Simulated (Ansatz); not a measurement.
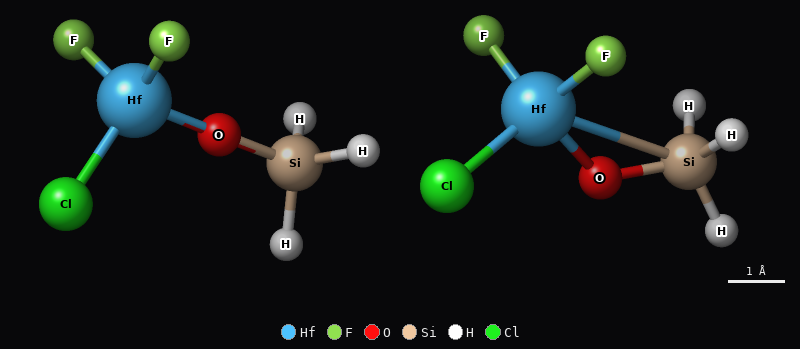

Two geometries of HfSiH$_{3}$OClF$_{2}$, drawn at one scale. One is the start of a relaxation, the other its converged end. The picture is a ball-and-stick view, seen from a free direction.

The calculation used RKS PBE-D4/def2-SVP in Ansatz. (no spin polarisation; force threshold 0.02 eV/Å; at most 40 steps)

**Which geometry has the lower energy?**

The left one is the relaxed one. The run prepares the start of a later molecular dynamics calculation, from a guessed geometry. The largest move after the best rigid fit is that of the O atom, 0.91 Å. Largest moves by element: O 0.91 Å, F 0.79 Å, H 0.72 Å, Cl 0.61 Å, Hf 0.21 Å, Si 0.12 Å. Near-neighbour distances that change, for instance: Hf–Si 3.331 → 3.620 Å, Cl–Hf 2.518 → 2.367 Å, Hf–O 2.070 → 1.931 Å, F–Hf 1.979 → 1.917 Å. Bond angles that change, for instance: Hf–O–Si 125.0° → 178.7°. Over 11 geometry steps the energy falls by 0.694 eV. The largest force component goes from 2.7 to 0.02 eV/Å.
